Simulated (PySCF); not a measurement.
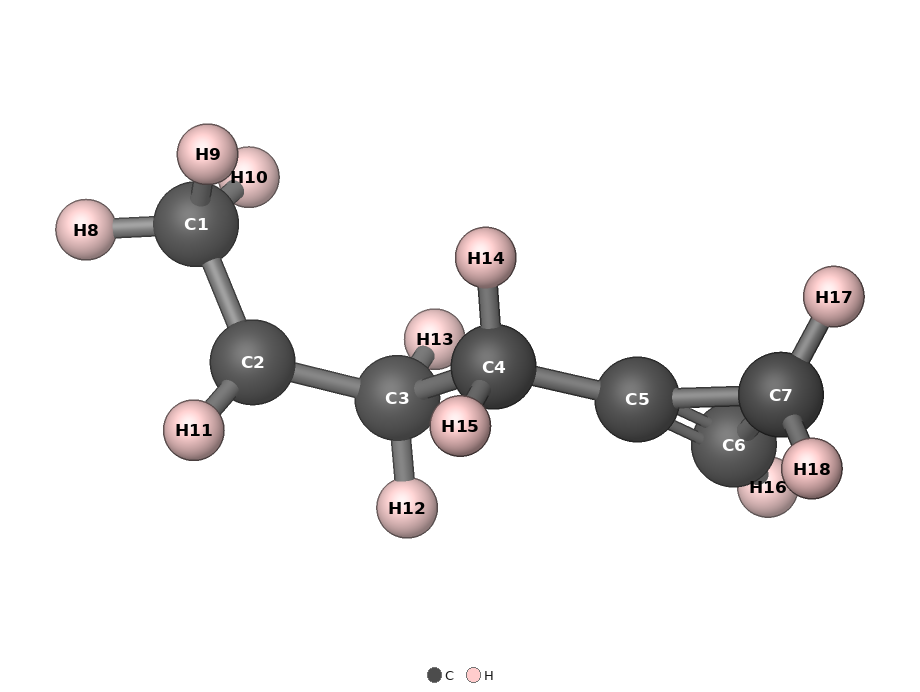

The species is neutral and a spin doublet. The geometry was computed by an optimisation with GFN2-xTB. No frequency run is at hand to confirm it as a minimum. Method: UKS B3LYP, pcH-1 on C H, non-relativistic (PySCF 2.14.0). Fermi-contact and spin-dipolar terms alone, no spin-orbit part.

Question. Which nucleus has the largest dipolar (anisotropic) hyperfine coupling?

Answer. 13C at C2: principal values −80.8, −80.0, 160.8 MHz.

List the isotropic and dipolar parts for the most strongly coupled nuclei, one of each equivalent set.

```csv
atom,isotope,a_iso (MHz),dipolar part (MHz)
C2,13C,103.3,"−80.8, −80.0, 160.8"
H11,1H,−60.1,"−38.2, −0.5, 38.8"
C4,13C,87.3,"−6.1, −5.9, 12.0"
H12,1H,50.2,"−5.2, −4.4, 9.6"
H8,1H,57.1,"−4.8, −4.7, 9.5"
H13,1H,18.7,"−5.0, −4.1, 9.1"
H10,1H,22.0,"−4.8, −4.1, 8.9"
H9,1H,153.4,"−5.3, −3.0, 8.3"
```
